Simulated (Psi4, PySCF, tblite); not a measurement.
Interaction energy of BF3 ··· CH3Br (SMILES FB(F)F and CBr), singlet. Monomers: optimised at B3LYP-D3(BJ) (def2-TZVP), held rigid. Orientation: a higher rigid-body minimum at GFN2-xTB. The monomers approach along the line of their centres of mass (distance R); nothing else relaxes.

Geometry at R = 3.27 Å (first 4 atoms: monomer A):
```
9

F      1.1869    -0.5636     0.0674
B      0.0001     0.0000    -0.0011
F     -1.0817    -0.7475    -0.0358
F     -0.1053     1.3111    -0.0305
C      2.1317     1.7543    -2.0919
Br     0.9314     0.6105    -3.1324
H      1.5458     2.5815    -1.7072
H      2.9131     2.1027    -2.7579
H      2.5407     1.1547    -1.2864
```

- RKS-B3LYP/6-31G* = PySCF 2.14.0 with restricted B3LYP/6-31G*, spherical d, no counterpoise correction
- GFN2-xTB (tblite)
- SAPT0/jun-cc-pVDZ, frozen core (Psi4)
- MP2/aug-cc-pVDZ = DF-MP2/aug-cc-pVDZ, frozen core, counterpoise-corrected (Psi4 1.11)
- SCS-MP2/aug-cc-pVDZ = DF-SCS-MP2/aug-cc-pVDZ, frozen core, counterpoise-corrected (Psi4)

Interaction energies in kJ/mol (negative: bound); R is the distance of the centres of mass, d the F1···H9 distance.

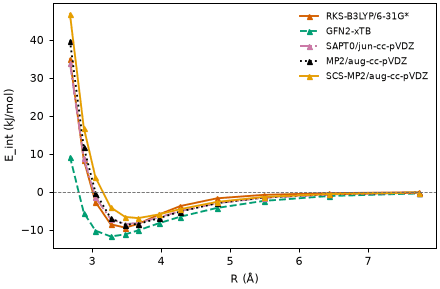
*Interaction energy against separation.*

```
R / Å  d / Å  RKS-B3LYP/6-31G*  GFN2-xTB  SAPT0/jun-cc-pVDZ  MP2/aug-cc-pVDZ  SCS-MP2/aug-cc-pVDZ
-----  -----  ----------------  --------  -----------------  ---------------  -------------------
2.68    2.11             34.79      9.22              33.81            39.75                46.73
2.88    2.26              8.39     -5.55               8.86            11.72                16.87
3.05    2.40             -2.72    -10.28              -1.55            -0.24                 3.73
3.27    2.57             -8.59    -11.80              -7.22            -6.97                -4.14
3.48    2.75             -9.48    -11.27              -8.55            -8.72                -6.66
3.67    2.91             -8.51    -10.20              -8.25            -8.52                -6.97
3.97    3.17             -6.02     -8.33              -6.78            -7.00                -6.01
4.28    3.45             -3.80     -6.60              -5.14            -5.25                -4.61
4.81    3.94             -1.77     -4.31              -3.07            -3.03                -2.72
5.49    4.57             -0.86     -2.44              -1.63            -1.54                -1.41
6.44    5.48             -0.41     -1.16              -0.76            -0.68                -0.63
7.74    6.74             -0.18     -0.48              -0.32            -0.27                -0.26
```

Lowest grid point: RKS-B3LYP/6-31G* -9.48 kJ/mol at R = 3.48 Å; GFN2-xTB -11.80 kJ/mol at R = 3.27 Å; SAPT0/jun-cc-pVDZ -8.55 kJ/mol at R = 3.48 Å; MP2/aug-cc-pVDZ -8.72 kJ/mol at R = 3.48 Å; SCS-MP2/aug-cc-pVDZ -6.97 kJ/mol at R = 3.67 Å.
